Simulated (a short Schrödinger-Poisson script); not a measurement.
System: gated Al0.3Ga0.7N/GaN polarisation-induced gas, at 300 K.

```tsv
layer	material	thickness (nm)	Na (cm⁻³)
1	Al0.3Ga0.7N	10	-
2	GaN	6000	3e14
```

The device is made up for the run: typed textbook-type constants, with dimensions and the other settings drawn at random. Al0.3Ga0.7N: permittivity 9.32, conduction-band edge (eV) 0.414, gap (eV) 4.021, electron mass (mₑ) 0.236, Nv at 300 K (cm⁻³) 4.6e19. GaN: permittivity 9.5, conduction-band edge (eV) 0, gap (eV) 3.43, Nv at 300 K (cm⁻³) 4.6e19.

Channel valleys (confinement mass, in-plane density-of-states mass, number): Γ 0.2, 0.2, 1. At the gate the conduction-band edge of layer 1 lies 1.23 eV − eVg above the Fermi level of the channel; the field vanishes at the back. Sheet of polarisation charge: +1.5e13 e/cm² at 10 nm from the gate. The barrier under the gate holds no holes. Gaps are held at their typed values at every temperature. Mesh 0.08 nm at interfaces.

Solved with a short Schrödinger-Poisson script written for these runs: 1D Poisson equation in equilibrium, electrons quantum, Hartree (BenDaniel-Duke, 40 states a valley, the channel's in-plane mass for all, wave functions free to enter the barrier), parabolic valleys, classical holes, full ionisation, no traps, pinning or gate leakage.

Only gate voltages with over 1e8 electrons/cm² are shown.

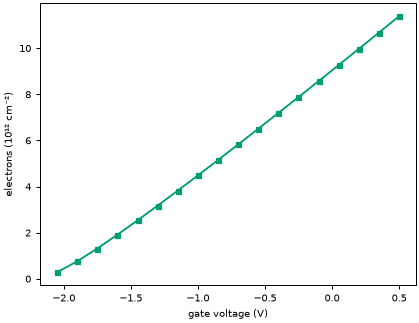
*Sheet density against gate voltage*

```tsv
Vg (V)	electrons (cm⁻²)	in the channel layer	C (μF/cm²)	Γ E0 (meV)	Γ E1 (meV)
0.5	1.14e13	1.04e13	0.761	-117.1	9.6
0.35	1.07e13	9.84e12	0.756	-109.8	12.2
0.2	9.97e12	9.25e12	0.752	-102.4	14.9
0.05	9.27e12	8.66e12	0.747	-95.0	17.6
-0.1	8.57e12	8.06e12	0.743	-87.5	20.2
-0.25	7.88e12	7.46e12	0.739	-79.9	22.9
-0.4	7.19e12	6.84e12	0.734	-72.2	25.7
-0.55	6.50e12	6.23e12	0.729	-64.4	28.5
-0.7	5.82e12	5.61e12	0.724	-56.5	31.4
-0.85	5.15e12	4.98e12	0.717	-48.3	34.3
-1	4.48e12	4.36e12	0.710	-39.8	37.5
-1.15	3.82e12	3.73e12	0.701	-30.9	40.9
-1.3	3.17e12	3.11e12	0.690	-21.4	44.6
-1.45	2.53e12	2.49e12	0.675	-10.9	48.9
-1.6	1.91e12	1.89e12	0.654	1.0	54.2
-1.75	1.31e12	1.30e12	0.621	15.6	61.2
-1.9	7.55e11	7.51e11	0.563	35.4	72.3
-2.05	2.81e11	2.80e11	0.431	68.4	94.4
```

Subbands count from the Fermi level.
